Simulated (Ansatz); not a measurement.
# CCSDTQ/STO-3G run of SOF2 (thionyl fluoride)

What is the electronic atomisation energy of SOF2 (thionyl fluoride) at CCSDTQ/STO-3G? 

The calculation is run with Ansatz 0.2.0.

70 further runs of the same task are left out: 9 that didn't finish, 61 set aside as unsound or not needed.

## 1. The molecule

The species is SOF2 (4 atoms), meant as a singlet with charge 0. As SMILES, `O=S(F)F`. The coordinates come from a PBE0-D4/def2-TZVP relaxation.

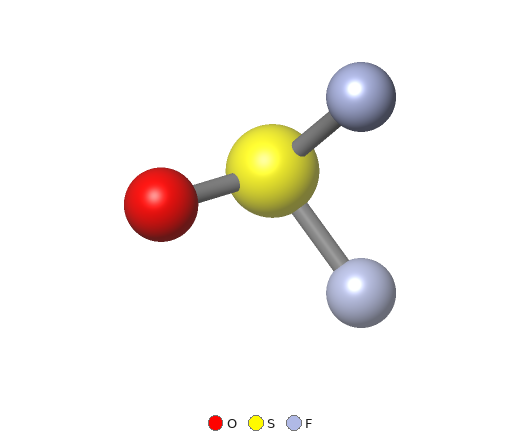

The structure, seen from a chosen angle (oxygen red, sulfur yellow, fluorine light blue).

## 2. A single-point energy at CCSDTQ/STO-3G

molecule.yaml

```yaml
crystal:
  periodic: [false, false, false]
  atoms:
    - {symbol: O, position_ang: [0.932400, 0.066600, -1.017800]}
    - {symbol: S, position_ang: [-0.151300, -0.426200, -0.245700]}
    - {symbol: F, position_ang: [-1.124400, 0.804200, 0.000400]}
    - {symbol: F, position_ang: [0.343300, -0.444600, 1.263100]}
basis:
  gaussian:
    orbitals: STO-3G
correlation:
  method: ccsdtq
  frozen_orbitals: {F: 1, O: 1, S: 5}
accuracy: high
scf:
  omitted_lower_state_checks: [cluster_reference, increment]
```

Run with:

```bash
ansatz run molecule.yaml --threads 1 --pin off --max-ram 2610MiB --events-out events.jsonl --progress --plain --runs-dir runs
```

The log of the run:

```text
Warning: RAYON_NUM_THREADS=1 ignored (pool sized by the plan → 1); use --threads N
[... 11 lines left out ...]
8 core orbitals not correlated: weight in the atoms' cores, before any rotation towards them, 1.000 or more for the frozen orbitals, at most 0.000 for the correlated occupied ones
[... 29 lines left out ...]
Total energy: -18040.95811341 eV, -662.9929820671 hartree
Checks for a lower state left out: cluster_reference, increment
```

It took 22 s on 1 thread of Arm Neoverse V1, shared host; peak memory 0.3 GiB.

## 3. The F atom, same level

in.yaml

```yaml
crystal:
  periodic: [false, false, false]
  atoms:
    - symbol: F
      position_ang: [0.000000, 0.000000, 0.000000]
basis:
  gaussian:
    orbitals: STO-3G
scf:
  omitted_lower_state_checks: [cluster_reference, increment]
accuracy: high
correlation:
  method: ccsdtq
  frozen_orbitals: {F: 1}
magnetization:
  spin_polarized: true
  initial_magnetization: 1
```

Run with:

```bash
ansatz run in.yaml --threads 1 --pin off --max-ram 2610MiB --events-out events.jsonl --progress --plain --runs-dir runs
```

The log of the run (excerpt; [...] marks lines left out):

```text
Warning: RAYON_NUM_THREADS=1 ignored (pool sized by the plan → 1); use --threads N
Functional definition: HF
  name "HF"
[...]
15 factors; integrals over basis functions are off by at most 1.2e-9 eV
[...]
mean field -2666.34863534 eV, -97.9865050328 hartree, gradient 0.0e0 eV, S^2 0.750000; 2 other end points of the search recorded, 0 dependent functions left out
1 core orbitals not correlated: weight in the atoms' cores, before any rotation towards them, 1.000 or more for the frozen orbitals, at most 0.000 for the correlated occupied ones
reference -2666.34863534 eV, -97.9865050328 hartree; 4, 3 occupied and 0, 1 virtual orbitals, 15 factors
second order 0.00000000 eV of doubles, 0.00000000 eV of singles
cycle   1  0.00000000 eV  change     0.0e0 eV  update    0.0e0
cycle   2  0.00000000 eV  change     0.0e0 eV  update    0.0e0
Total energy: -2666.34863534 eV, -97.9865050328 hartree
Checks for a lower state left out: cluster_reference, increment
```

Wall time 0.62 s (1 thread of Arm Neoverse V1, shared host).

## 4. The O atom

run.yaml

```yaml
crystal:
  periodic: [false, false, false]
  atoms:
    - {symbol: O, position_ang: [0.000000, 0.000000, 0.000000]}
basis:
  gaussian:
    orbitals: STO-3G
magnetization:
  spin_polarized: true
  initial_magnetization: 2
correlation:
  method: ccsdtq
  frozen_orbitals: {O: 1}
accuracy: high
scf:
  omitted_lower_state_checks: [cluster_reference, increment]
```

Run the same way, it converges to -73.80415 Eh (log not shown).

## 5. The S atom, same level

molecule.yaml

```yaml
crystal:
  periodic: [false, false, false]
  atoms:
    - {symbol: S, position_ang: [0.000000, 0.000000, 0.000000]}
basis:
  gaussian:
    orbitals: STO-3G
correlation:
  method: ccsdtq
  frozen_orbitals: {S: 5}
scf:
  omitted_lower_state_checks: [cluster_reference, increment]
accuracy: high
magnetization:
  spin_polarized: true
  initial_magnetization: 2
```

Run the same way, it converges to -393.13022 Eh (log not shown).

## 6. What came out

At CCSDTQ/STO-3G, 8 core orbitals frozen:

```
                                             quantity          value
                               molecule: total energy  -662.99298 Eh
molecule: correlation energy (8 core orbitals frozen)     -153.2 mEh
                              molecule: T1 diagnostic          0.022
                                 F atom: total energy   -97.98651 Eh
   F atom: correlation energy (1 core orbital frozen)        0.0 mEh
            F atom: ⟨S²⟩ of the reference determinant          0.750
                                F atom: T1 diagnostic          0.000
                                 O atom: total energy   -73.80415 Eh
   O atom: correlation energy (1 core orbital frozen)        0.0 mEh
            O atom: ⟨S²⟩ of the reference determinant          2.000
                                O atom: T1 diagnostic          0.000
                                 S atom: total energy  -393.13022 Eh
  S atom: correlation energy (5 core orbitals frozen)        0.0 mEh
            S atom: ⟨S²⟩ of the reference determinant          2.000
                                S atom: T1 diagnostic          0.000
                        electronic atomisation energy       2.329 eV
```

Taking the molecule apart into free atoms costs 2.33 eV (54 kcal/mol), before zero-point energy and without spin-orbit coupling. In a minimal basis such a difference can be off by several eV, whatever the method.
